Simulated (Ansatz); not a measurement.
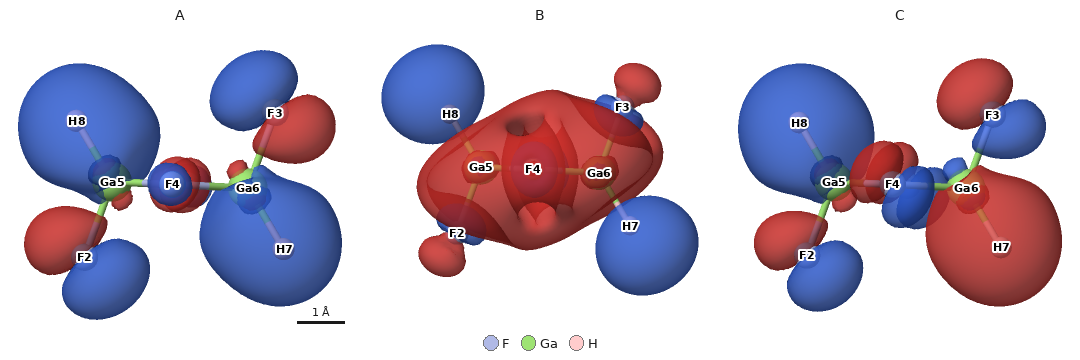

Figure 1: F₄Ga₂H₂. Three frontier orbitals at ±0.05 Å⁻³ᐟ² (blue and red are the two phases), in no order.

Geometry: PBE0-D4/def2-SVP.

These are results of Ansatz, isolated molecule in a Gaussian basis; Kohn-Sham density functional theory, functional PBE0, not measurements.

```xyz
8

F    -0.0453    1.1955   -1.6845
F    -2.4496   -0.3769   -1.4862
F     2.5536    0.7286   -0.5354
F     0.1499   -0.8447   -0.3384
Ga   -1.2996    0.4187   -0.4472
Ga    1.4045   -0.0674   -1.5751
H     1.6522   -0.8852   -2.8508
H    -1.5461    1.2366    0.8287
```

Order the three orbitals by energy and name them.

A is the HOMO−1 (−10.78 eV). It lies mainly on F2 (about 20 %), F3 (about 20 %), H7 (about 15 %), H8 (about 15 %), Ga5 (about 15 %) and Ga6 (about 15 %); it is gerade (even under inversion). C is the HOMO (−10.40 eV). Its weight (Hirshfeld) is mainly on H7 (about 20 %), H8 (about 20 %), Ga5 (about 15 %), Ga6 (about 15 %), F2 (about 10 %) and F3 (about 10 %); it is ungerade (odd under inversion). B is the LUMO (−0.90 eV). It lies mainly on Ga5 (about 25 %), Ga6 (about 25 %), H7 (about 10 %), H8 (about 10 %), F1 (about 5 %) and F4 (about 5 %); it is gerade (even under inversion).

What is the HOMO–LUMO gap?

9.50 eV between the orbital energies.
